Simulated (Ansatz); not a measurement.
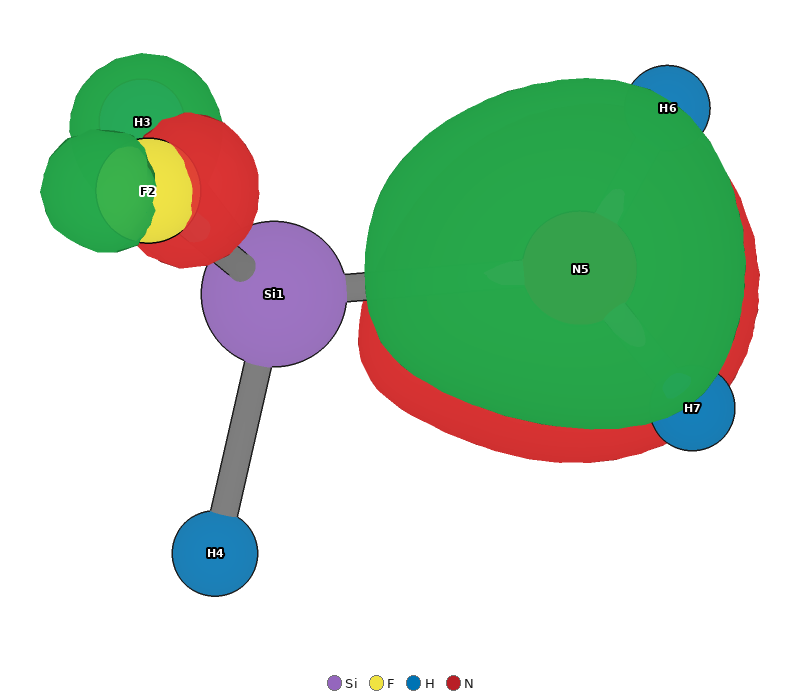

FH₄NSi. The HOMO at ±0.15 Å⁻³ᐟ² (green and red are the two phases), seen across its widest extent.

Not at a stationary point (largest force 1.7 eV/Å).

Method: RKS CAM-B3LYP/def2-SVP (Ansatz).

```yaml
atoms:
  - { symbol: Si, position_ang: [0.1832, -0.0742, 0.0397] }
  - { symbol: F, position_ang: [0.0817, 0.1733, 1.6158] }
  - { symbol: H, position_ang: [1.6166, -0.2767, 0.1515] }
  - { symbol: H, position_ang: [-0.2903, 1.1252, -0.6872] }
  - { symbol: N, position_ang: [-0.6812, -1.4038, -0.5703] }
  - { symbol: H, position_ang: [-0.4706, -2.3647, -0.3286] }
  - { symbol: H, position_ang: [-1.5798, -1.3087, -1.0264] }
```

### Describe this orbital and give its energy.

By Hirshfeld shares it lies mainly on N5 (about 70 %); largely a lone pair of N5. Its energy is −9.38 eV.
